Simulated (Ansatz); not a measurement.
**KTaO3 under a change: Ta on a K site (antisite), symmetric start**

The parent structure is a 20-atom supercell of KTaO$_{3}$ in the cubic perovskite structure (space group Pm-3m, No. 221; a = 3.985 Å) at its relaxed geometry.

The change: a neutral Ta on a K site (antisite), symmetric start, atoms relaxed at fixed cell.

Computed with PBEsol (Ansatz, a program for electronic structure), spin-orbit coupling left out. Γ-centred 4×4×4 mesh, Fermi–Dirac width 0.01 eV.

The gap of the supercell changes from 2.14 eV to zero and the energy gained by relaxation comes out as 0.24 eV. The mean distance from the defect site to its nearest host atoms drops by 0.07 Å (2.82 Å → 2.75 Å).

Final structure:

```xyz
20
Lattice="3.9853 -3.9853 -3.9853 -3.9853 3.9853 -3.9853 3.9853 3.9853 3.9853" Properties=species:S:1:pos:R:3 pbc="T T T"
Ta     0.0000     0.0000    -3.9853
K      0.0000     0.0000     0.0000
K      0.0000     3.9853     0.0000
K      3.9853     0.0000     0.0000
Ta     1.9927     1.9927    -1.9927
Ta     1.9927     1.9927     1.9927
Ta    -1.9927     1.9927    -1.9927
Ta     1.9927    -1.9927    -1.9927
O      0.0000     1.9424    -2.0429
O      3.9853    -2.0429    -1.9424
O      3.9853     2.0429    -1.9424
O      3.9853     2.0429     1.9424
O      1.9424     1.9424    -3.9853
O      2.0429     2.0429     0.0000
O     -1.9424     1.9424    -3.9853
O      1.9424    -1.9424    -3.9853
O      1.9424     0.0000    -2.0429
O     -2.0429     3.9853    -1.9424
O      2.0429     3.9853     1.9424
O      2.0429     3.9853    -1.9424
```

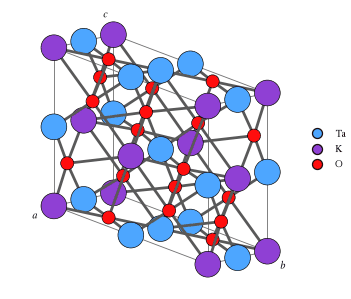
Fig. 1. The relaxed cell after the change

Cost of the whole job for the changed cell (relaxation, final SCF and bands): very roughly 2.3 core-minutes.

The magnetic state is the one reached from the starting moments; the real material's order can differ, and small cells can't hold many antiferromagnetic ones. The cell is small, so the values are those of an ordered compound at a high defect concentration; dilute-limit values will differ. A case with no gap was solved on a k-mesh chosen for an insulator, which is coarse for it. The defect started on the symmetric site and kept its symmetry, so it may sit on a saddle. Spin-orbit coupling, missing from the scalar runs, can matter with Ta. No Hubbard U is applied, and correlation can decide whether such a compound is a metal. The defect cell is spin-polarised and ends with 2.9 μB.
